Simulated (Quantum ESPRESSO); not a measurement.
# FeO (Wuestite): which magnetic order is lowest, part 2 of 2

Aim: find out which collinear order of FeO (Wuestite) costs least.

Quantum ESPRESSO 7.5; PBE with U = 4.5 eV on Fe d (ortho-atomic projectors); plane waves with GBRV 1.5 PBE potentials, no spin-orbit coupling.

So far, absolute magnetization (μB): step 2 (start 1: ferro +) 4.05.

### Step 3. Run 2 (antiferro q=(0,0,1/2) +−)

The cell is doubled to 4 atoms to hold this order. The wavevector q is in fractions of the reciprocal vectors of the crystal's primitive cell, as the cells of these inputs are built from it; moments change sign between cells as cos(2π q·R).

Contents of pw.in:

```
&CONTROL
  calculation = 'scf'
  prefix = 'pwscf'
  outdir = './tmp'
  pseudo_dir = './pseudo'
  disk_io = 'nowf'
/
&SYSTEM
  ibrav = 0
  celldm(1) = 8
  nat = 4
  ntyp = 3
  ecutwfc = 40
  ecutrho = 280
  nbnd = 31
  occupations = 'smearing'
  smearing = 'fd'
  degauss = 0.00367493
  nspin = 2
  starting_magnetization(1) = 0.25
  starting_magnetization(2) = -0.25
  starting_magnetization(3) = 0
/
&ELECTRONS
  conv_thr = 8d-09
  electron_maxstep = 150
  mixing_beta = 0.3
/
ATOMIC_SPECIES
Fe1    55.8450 fe_pbe_v1.5.uspp.F.UPF
Fe2    55.8450 fe_pbe_v1.5.uspp.F.UPF
O      15.9990 o_pbe_v1.2.uspp.F.UPF
CELL_PARAMETERS alat
   0.0000000000000    0.5078638959932    0.5078638959932
   0.5078638959932    0.0000000000000    0.5078638959932
   1.0157277919864    1.0157277919864    0.0000000000000
ATOMIC_POSITIONS crystal
Fe1     0.0000000000    0.0000000000    0.0000000000
Fe2     0.0000000000    0.0000000000    0.5000000000
O       0.5000000000    0.5000000000    0.2500000000
O       0.5000000000    0.5000000000    0.7500000000
K_POINTS automatic
10 10 5 0 0 0
HUBBARD {ortho-atomic}
U Fe1-3d 4.5000
U Fe2-3d 4.5000
```

Started as:

```
> OMP_NUM_THREADS=1 mpirun -n 4 pw.x -nk 4 -in pw.in > pw.out
```

What it wrote:

```text
[banner, memory and clock lines left out]
Program PWSCF v.7.5 starts

     Message from routine setup:
     using ibrav=0 with symmetry is DISCOURAGED, use correct ibrav instead

     bravais-lattice index     =            0
     lattice parameter (alat)  =       8.0000  a.u.
     unit-cell volume          =     268.2699 (a.u.)^3
     number of atoms/cell      =            4
     number of atomic types    =            3
     number of electrons       =        44.00
     number of Kohn-Sham states=           31
     kinetic-energy cutoff     =      40.0000  Ry
     charge density cutoff     =     280.0000  Ry
     scf convergence threshold =      8.0E-09
     mixing beta               =       0.3000
     number of iterations used =            8  plain     mixing
     Exchange-correlation= SLA  PW   PBE  PBE
                           (   1   4   3   4   0   0   0)
     Hubbard projectors: ortho-atomic
     Hubbard parameters of DFT+U (Dudarev formulation) in eV:
     U(Fe1-3d) =  4.5000
     U(Fe2-3d) =  4.5000

     Internal variables: lda_plus_u =T, lda_plus_u_kind = 0

     Internal variables: orbital_resolved =F, hub_pot_fix =F, apply_U = F

     celldm(1)=   8.000000  celldm(2)=   0.000000  celldm(3)=   0.000000
     celldm(4)=   0.000000  celldm(5)=   0.000000  celldm(6)=   0.000000

     crystal axes: (cart. coord. in units of alat)
               a(1) = (   0.000000   0.507864   0.507864 )
               a(2) = (   0.507864   0.000000   0.507864 )
               a(3) = (   1.015728   1.015728   0.000000 )

     reciprocal axes: (cart. coord. in units 2 pi/alat)
               b(1) = ( -0.984516  0.984516  0.984516 )
               b(2) = (  0.984516 -0.984516  0.984516 )
               b(3) = (  0.492258  0.492258 -0.492258 )

     PseudoPot. # 1 for Fe read from file:
     fe_pbe_v1.5.uspp.F.UPF
     Pseudo is Ultrasoft + core correction, Zval = 16.0

     PseudoPot. # 2 for Fe read from file:
     fe_pbe_v1.5.uspp.F.UPF
     Pseudo is Ultrasoft + core correction, Zval = 16.0

     PseudoPot. # 3 for O  read from file:
     o_pbe_v1.2.uspp.F.UPF
     Pseudo is Ultrasoft + core correction, Zval =  6.0

     atomic species   valence    mass     pseudopotential
     Fe1              16.00    55.84500     Fe( 1.00)
     Fe2              16.00    55.84500     Fe( 1.00)
     O                 6.00    15.99900     O ( 1.00)

     Starting magnetic structure
     atomic species   magnetization
     Fe1             0.250
     Fe2            -0.250
     O               0.000

     12 Sym. Ops., with inversion, found

   Cartesian axes

     site n.     atom                  positions (alat units)
         1        Fe1    tau(   1) = (   0.0000000   0.0000000   0.0000000  )
         2        Fe2    tau(   2) = (   0.5078639   0.5078639   0.0000000  )
         3        O      tau(   3) = (   0.5078639   0.5078639   0.5078639  )
         4        O      tau(   4) = (   1.0157278   1.0157278   0.5078639  )

     number of k points=    58  Fermi-Dirac smearing, width (Ry)=  0.0037
                       cart. coord. in units 2pi/alat
        k(    1) = (   0.0000000   0.0000000   0.0000000), wk =   0.0020000
        k(    2) = (   0.0984516   0.0984516  -0.0984516), wk =   0.0040000
        k(    3) = (   0.1969031   0.1969031  -0.1969031), wk =   0.0040000
        k(    4) = (   0.0984516  -0.0984516   0.0984516), wk =   0.0120000
        k(    5) = (   0.1969031  -0.0000000   0.0000000), wk =   0.0120000
        [... 53 further k-points ...]

     Dense  grid:    21349 G-vectors     FFT dimensions: (  32,  32,  64)

     Smooth grid:     9205 G-vectors     FFT dimensions: (  24,  24,  48)

     Check: negative core charge=   -0.000047
     Generating pointlists ...
     new r_m :   0.2095 (alat units)  1.6760 (a.u.) for type    1
     new r_m :   0.2095 (alat units)  1.6760 (a.u.) for type    2
     new r_m :   0.2095 (alat units)  1.6760 (a.u.) for type    3

     Initial potential from superposition of free atoms

     starting charge      42.0000, renormalised to      44.0000

     STARTING HUBBARD OCCUPATIONS:

     =================== HUBBARD OCCUPATIONS ===================
     ------------------------ ATOM    1 ------------------------
     Tr[ns(  1)] (up, down, total) =   5.00000  0.00000  5.00000
     Atomic magnetic moment for atom   1 =   5.00000
     [... lines left out ...]
     ------------------------ ATOM    2 ------------------------
     Tr[ns(  2)] (up, down, total) =   0.00000  5.00000  5.00000
     Atomic magnetic moment for atom   2 =  -5.00000
     [... lines left out ...]
     Number of occupied Hubbard levels =   10.0000

     Atomic wfc used for Hubbard projectors are orthogonalized

     Starting wfcs are   34 randomized atomic wfcs

     Self-consistent Calculation

     iteration #  1     ecut=    40.00 Ry     beta= 0.30
     Davidson diagonalization with overlap
     ethr =  1.00E-02,  avg # of iterations =  2.9

     =================== HUBBARD OCCUPATIONS ===================
     ------------------------ ATOM    1 ------------------------
     Tr[ns(  1)] (up, down, total) =   4.86510  0.63563  5.50073
     Atomic magnetic moment for atom   1 =   4.22947
     [... lines left out ...]
     ------------------------ ATOM    2 ------------------------
     Tr[ns(  2)] (up, down, total) =   0.63581  4.86511  5.50092
     Atomic magnetic moment for atom   2 =  -4.22930
     [... lines left out ...]
     Number of occupied Hubbard levels =   11.0017

     total energy              =    -564.46036358 Ry
     estimated scf accuracy    <       1.59050495 Ry

     total magnetization       =     0.00 Bohr mag/cell
     absolute magnetization    =     8.64 Bohr mag/cell

     iteration #  2     ecut=    40.00 Ry     beta= 0.30
     Davidson diagonalization with overlap
     ethr =  3.61E-03,  avg # of iterations =  2.4

     total energy              =    -564.87770074 Ry
     estimated scf accuracy    <       0.25986129 Ry

     total magnetization       =    -0.00 Bohr mag/cell
     absolute magnetization    =     7.41 Bohr mag/cell

     [... further iterations left out ...]

     iteration # 14     ecut=    40.00 Ry     beta= 0.30
     Davidson diagonalization with overlap
     ethr =  1.32E-10,  avg # of iterations =  1.9

     total energy              =    -564.96143529 Ry
     estimated scf accuracy    <       0.00000002 Ry

     total magnetization       =     0.00 Bohr mag/cell
     absolute magnetization    =     7.56 Bohr mag/cell

     iteration # 15     ecut=    40.00 Ry     beta= 0.30
     Davidson diagonalization with overlap
     ethr =  4.48E-11,  avg # of iterations =  1.4

     Magnetic moment per site  (integrated on atomic sphere of radius R)
     atom   1 (R=0.209)  charge= 13.5319  magn=  3.4904
     atom   2 (R=0.209)  charge= 13.5319  magn= -3.4904
     atom   3 (R=0.209)  charge=  5.8579  magn=  0.0000
     atom   4 (R=0.209)  charge=  5.8579  magn=  0.0000

     End of self-consistent calculation

     =================== HUBBARD OCCUPATIONS ===================
     ------------------------ ATOM    1 ------------------------
     Tr[ns(  1)] (up, down, total) =   4.94033  1.21525  6.15558
     Atomic magnetic moment for atom   1 =   3.72507
     [... lines left out ...]
     ------------------------ ATOM    2 ------------------------
     Tr[ns(  2)] (up, down, total) =   1.21523  4.94032  6.15555
     Atomic magnetic moment for atom   2 =  -3.72509
     [... lines left out ...]
     Number of occupied Hubbard levels =   12.3111

     Number of k-points >= 100: set verbosity='high' to print the bands.

     the Fermi energy is    14.7251 ev

!    total energy              =    -564.96143543 Ry
     estimated scf accuracy    <          6.7E-09 Ry
     smearing contrib. (-TS)   =      -0.00183877 Ry
     internal energy E=F+TS    =    -564.95959667 Ry

     The total energy is F=E-TS. E is the sum of the following terms:
     one-electron contribution =    -271.78103746 Ry
     hartree contribution      =     160.98897959 Ry
     xc contribution           =     -73.41351580 Ry
     ewald contribution        =    -381.00966906 Ry
     Hubbard energy            =       0.25564607 Ry

     total magnetization       =     0.00 Bohr mag/cell
     absolute magnetization    =     7.56 Bohr mag/cell

     convergence has been achieved in  15 iterations
```

Elapsed: 12 s, on 4 MPI ranks of AMD EPYC 9R45, shared host; peak memory 0.44 GiB.

Spin moment in the atom's sphere by atom:

| atom | spin moment in the atom's sphere (μB) |
| --- | --- |
| Fe1 | 3.49 |
| Fe2 | -3.49 |
| O3 | 0.00 |
| O4 | 0.00 |

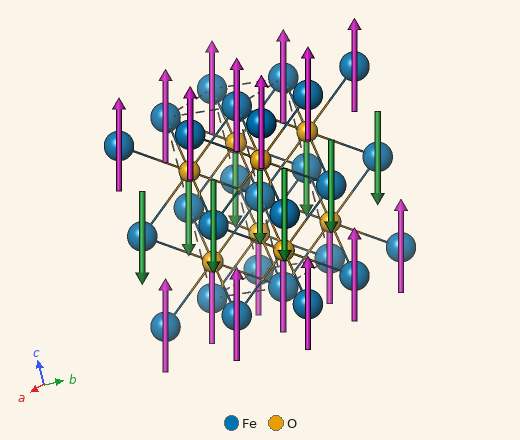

Spin moment in the atom's sphere as arrows, the longest 3.49 μB. Up and down stand for the sign. Arrows give size and sign along the axis of quantisation, drawn up and down the page. The two directions have two colours. Bonds to atoms that aren't drawn are left out. 2×2×1 cells are drawn. Some periodic images of atoms are drawn too.

Numbers from this step:

- smearing term TS: 0.02502 eV
- magnetization: 0 μB
- absolute magnetization: 7.557 μB
- final state: antiferromagnetic

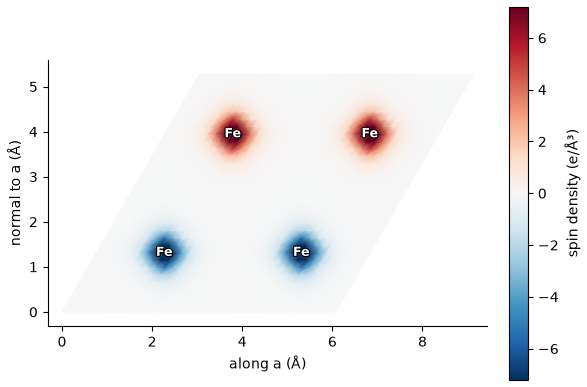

Spin density in the ac plane at fractional y = 0.000, with atoms of Fe within 0.2 Å of it. The map starts off the cell's origin, so that atoms lie inside it.

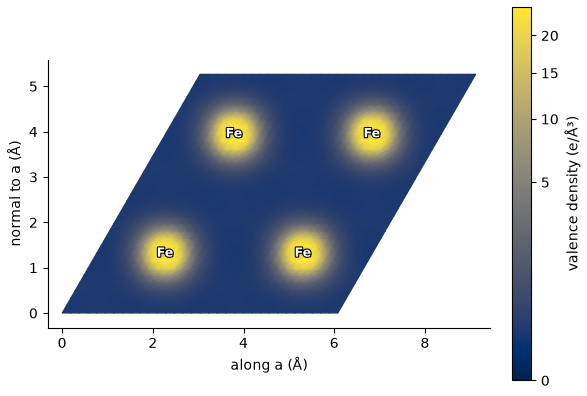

Valence density in the ac plane at fractional y = 0.000, with atoms of Fe within 0.2 Å of it. It is the smooth field of the valence electrons, not physical close to the nuclei. The map starts off the cell's origin, so that atoms lie inside it. The colour scale is stretched toward low values.

### Step 4. Run 3 (antiferro q=(0,1/2,1/2) +−)

The cell is doubled to 4 atoms to hold this order.

Changes to pw.in since step 3:

```diff
@@ -34,11 +34,11 @@
    0.0000000000000    0.5078638959932    0.5078638959932
-   0.5078638959932    0.0000000000000    0.5078638959932
-   1.0157277919864    1.0157277919864    0.0000000000000
+   1.0157277919864    0.0000000000000    1.0157277919864
+   1.0157277919864    0.5078638959932    0.5078638959932
 ATOMIC_POSITIONS crystal
 Fe1     0.0000000000    0.0000000000    0.0000000000
-Fe2     0.0000000000    0.0000000000    0.5000000000
-O       0.5000000000    0.5000000000    0.2500000000
-O       0.5000000000    0.5000000000    0.7500000000
+Fe2     0.0000000000    0.5000000000    0.0000000000
+O       0.5000000000    0.0000000000    0.5000000000
+O       0.5000000000    0.5000000000    0.5000000000
 K_POINTS automatic
-10 10 5 0 0 0
+10 5 10 0 0 0
 HUBBARD {ortho-atomic}
```

What it wrote:

```text
     [... lines left out ...]
Program PWSCF v.7.5 starts
     [... lines left out ...]
     number of atoms/cell      =            4
     [... lines left out ...]
     number of electrons       =        44.00
     number of Kohn-Sham states=           31
     kinetic-energy cutoff     =      40.0000  Ry
     charge density cutoff     =     280.0000  Ry
     scf convergence threshold =      8.0E-09
     [... lines left out ...]
     16 Sym. Ops., with inversion, found
     [... lines left out ...]
     number of k points=    63  Fermi-Dirac smearing, width (Ry)=  0.0037
     [... lines left out ...]
     iteration # 22     ecut=    40.00 Ry     beta= 0.30
     [... lines left out ...]
     Magnetic moment per site  (integrated on atomic sphere of radius R)
     atom   1 (R=0.209)  charge= 13.5199  magn=  3.5401
     atom   2 (R=0.209)  charge= 13.5200  magn= -3.5401
     atom   3 (R=0.209)  charge=  5.8578  magn= -0.0837
     atom   4 (R=0.209)  charge=  5.8578  magn=  0.0837
     [... lines left out ...]
     Tr[ns(  1)] (up, down, total) =   4.94674  1.19276  6.13950
     [... lines left out ...]
     Tr[ns(  2)] (up, down, total) =   1.19276  4.94674  6.13951
     [... lines left out ...]
     the Fermi energy is    15.3368 ev
!    total energy              =    -564.91139259 Ry
     estimated scf accuracy    <          8.9E-10 Ry
     smearing contrib. (-TS)   =      -0.00370126 Ry
     [... lines left out ...]
     total magnetization       =     0.00 Bohr mag/cell
     absolute magnetization    =     7.75 Bohr mag/cell
     convergence has been achieved in  22 iterations
```

Wall time 27 s (4 MPI ranks); peak memory 0.49 GiB.

Spin moment in the atom's sphere by atom:

| atom | spin moment in the atom's sphere (μB) |
| --- | --- |
| Fe1 | 3.54 |
| Fe2 | -3.54 |
| O3 | -0.08 |
| O4 | 0.08 |

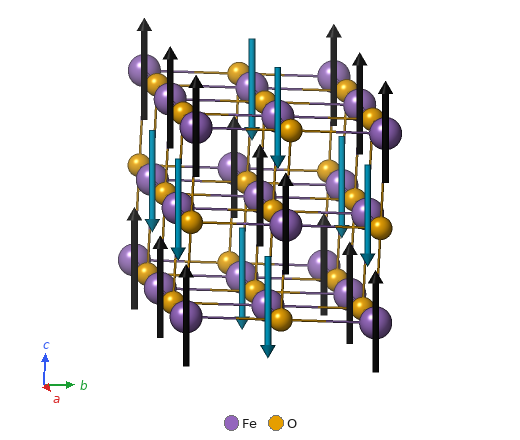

Spin moment in the atom's sphere as arrows, the longest 3.54 μB. Up and down stand for the sign. Arrows give size and sign along the axis of quantisation, drawn up and down the page. The two directions have two colours. 2×1×1 conventional cells are drawn. Some periodic images of atoms are drawn too.

This step gave:

- smearing term TS: 0.05036 eV
- magnetization: 0 μB
- absolute magnetization: 7.75 μB
- final state: antiferromagnetic

### Step 5. Run 4, typed as no spin polarisation

Contents of pw.in:

```
&CONTROL
  calculation = 'scf'
  prefix = 'pwscf'
  outdir = './tmp'
  pseudo_dir = './pseudo'
  disk_io = 'nowf'
/
&SYSTEM
  ibrav = 0
  celldm(1) = 8
  nat = 2
  ntyp = 2
  ecutwfc = 40
  ecutrho = 280
  nbnd = 18
  occupations = 'smearing'
  smearing = 'fd'
  degauss = 0.00367493
/
&ELECTRONS
  conv_thr = 4d-09
  electron_maxstep = 150
  mixing_beta = 0.3
/
ATOMIC_SPECIES
Fe     55.8450 fe_pbe_v1.5.uspp.F.UPF
O      15.9990 o_pbe_v1.2.uspp.F.UPF
CELL_PARAMETERS alat
   0.0000000000000    0.5078638959932    0.5078638959932
   0.5078638959932    0.0000000000000    0.5078638959932
   0.5078638959932    0.5078638959932    0.0000000000000
ATOMIC_POSITIONS crystal
Fe      0.0000000000    0.0000000000    0.0000000000
O       0.5000000000    0.5000000000    0.5000000000
K_POINTS automatic
10 10 10 0 0 0
HUBBARD {ortho-atomic}
U Fe-3d 4.5000
```

What it wrote:

```text
     [... lines left out ...]
Program PWSCF v.7.5 starts
     [... lines left out ...]
     number of atoms/cell      =            2
     [... lines left out ...]
     number of electrons       =        22.00
     number of Kohn-Sham states=           18
     kinetic-energy cutoff     =      40.0000  Ry
     charge density cutoff     =     280.0000  Ry
     scf convergence threshold =      4.0E-09
     [... lines left out ...]
     48 Sym. Ops., with inversion, found
     [... lines left out ...]
     number of k points=    47  Fermi-Dirac smearing, width (Ry)=  0.0037
     [... lines left out ...]
     iteration # 10     ecut=    40.00 Ry     beta= 0.30
     [... lines left out ...]
     Tr[ns(  1)] =   6.34076
     [... lines left out ...]
     the Fermi energy is    13.0889 ev
!    total energy              =    -282.39720548 Ry
     estimated scf accuracy    <          3.8E-09 Ry
     smearing contrib. (-TS)   =      -0.00000000 Ry
     [... lines left out ...]
     convergence has been achieved in  10 iterations
```

Run time: 2.2 s. Hardware: 4 MPI ranks; peak memory 0.28 GiB; 8.2 s of CPU time.

Numbers from this step:

```
smearing term TS : 2.06e-11 eV
final state      : non-magnetic (no spin polarisation)
```

### Step 6. A faulty input

As a test, an input with a fault in it is run.

Contents of pw.in:

```
&CONTROL
  calculation = 'scf'
  prefix = 'pwscf'
  outdir = './tmp'
  pseudo_dir = './pseudo'
  disk_io = 'nowf'
/
&SYSTEM
  ibrav = 0
  nat = 2
  ntyp = 2
  encut = 500
  ecutwfc = 40
  ecutrho = 280
  nbnd = 20
  occupations = 'smearing'
  smearing = 'fd'
  degauss = 0.00367493
  nspin = 2
  starting_magnetization(1) = 0.25
  starting_magnetization(2) = 0
/
&ELECTRONS
  conv_thr = 4d-09
  electron_maxstep = 60
  mixing_beta = 0.3
/
ATOMIC_SPECIES
Fe     55.8450 fe_pbe_v1.5.uspp.F.UPF
O      15.9990 o_pbe_v1.2.uspp.F.UPF
CELL_PARAMETERS angstrom
   0.0000000000    2.1500000000    2.1500000000
   2.1500000000    0.0000000000    2.1500000000
   2.1500000000    2.1500000000    0.0000000000
ATOMIC_POSITIONS crystal
Fe      0.0000000000    0.0000000000    0.0000000000
O       0.5000000000    0.5000000000    0.5000000000
K_POINTS automatic
10 10 10 0 0 0
HUBBARD {ortho-atomic}
U Fe-3d 4.5000
```

What it wrote:

```text
     [... lines left out ...]
Program PWSCF v.7.5 starts
     Error in routine  read_namelists (1):
      bad line in namelist &system: "  encut = 500" (error could be in the previous line)
 %%%%%%%%%%%%%%%%%%%%%%%%%%%%%%%%%%%%%%%%%%%%%%%%%%%%%%%%%%%%%%%%%%%%%%%%%%%%%%
     stopping ...
```

The job ended after 0.63 s (4 MPI ranks; peak memory 0.06 GiB).

The input was rejected at the start.

The program's message: “read_namelists (1): bad line in namelist &system: " encut = 500" (error could be in the previous line)”

The fault put into the input: a keyword of another program.

### Step 7. The states side by side

An order is kept where moments of 0.15 μB or more survive with the typed signs; meshes match where a doubled cell samples the same k points as the first cell.

Orders:

| start | final state | typed order kept | energy over the lowest (meV a seeded atom) | largest site moment (μB) | net moment (μB a cell of the first run) | mesh matched | CPU time (s) |
| --- | --- | --- | --- | --- | --- | --- | --- |
| ferro + | ferromagnetic | yes | 57.12 | 3.584 | 4.002 | yes | 13.04 |
| antiferro q=(0,0,1/2) +- | antiferromagnetic | yes | 0 | 3.49 | 0 | yes | 46.81 |
| antiferro q=(0,1/2,1/2) +- | antiferromagnetic | yes | 340.4 | 3.54 | 0 | yes | 107.7 |
| no spin polarisation | non-magnetic | - | 1136 | 0 | 0 | yes | 8.16 |

### Step 8. Fillings of the first corrected shells

| start | type | spin | occupation numbers |
| --- | --- | --- | --- |
| ferro + | Fe | up | 0.989 0.989 0.989 0.994 0.994 |
| ferro + | Fe | down | 0.093 0.093 0.330 0.330 0.330 |
| antiferro q=(0,0,1/2) +- | Fe1 | up | 0.986 0.986 0.989 0.990 0.990 |
| antiferro q=(0,0,1/2) +- | Fe1 | down | 0.042 0.096 0.096 0.490 0.490 |
| antiferro q=(0,0,1/2) +- | Fe2 | up | 0.042 0.096 0.096 0.490 0.490 |
| antiferro q=(0,0,1/2) +- | Fe2 | down | 0.986 0.986 0.989 0.990 0.990 |
| antiferro q=(0,1/2,1/2) +- | Fe1 | up | 0.987 0.987 0.989 0.992 0.992 |
| antiferro q=(0,1/2,1/2) +- | Fe1 | down | 0.086 0.089 0.316 0.351 0.351 |
| antiferro q=(0,1/2,1/2) +- | Fe2 | up | 0.086 0.089 0.316 0.351 0.351 |
| antiferro q=(0,1/2,1/2) +- | Fe2 | down | 0.987 0.987 0.989 0.992 0.992 |

### Step 9. Outcome

| Property | Result |
| --- | --- |
| moments, largest by run | 3.58, 3.49, 3.54, 0 μB |
| spread of the energies of the runs with moments | 340 meV a seeded atom |

**Reading.** Under a U these runs seem to end in unlike orbital states: the fillings of their corrected shells differ, or their energies lie too far apart for exchange alone. The differences are then no exchange energies, and the ranking says little of the magnetic order. Seeding all runs from one set of occupation matrices is the usual remedy. The smearing term is large for its width, so states at the Fermi level are partly filled: at this level the cell is a metal or has a gap of a few widths at most. Degenerate orbitals of a corrected shell are partly filled. Whether a state of lower symmetry lies under this one was not tested; under a U it often does.

[Logs and program files are shortened in this print: banners, set-up blocks, solver, clock and traceback lines can be left out without a mark of their own.]

[Logs are printed without paths, hosts, clocks, repeated set-up lines and the standing remarks that a program may print on its own settings, such as how far it seeks lower states.]

[Hosts, paths, dates, database ids (printed as entryN), source tags and the programs' standing remarks are cut or masked in the printed files.]

[Where a cell is said to come from a database of computed structures, the database is the Materials Project.]
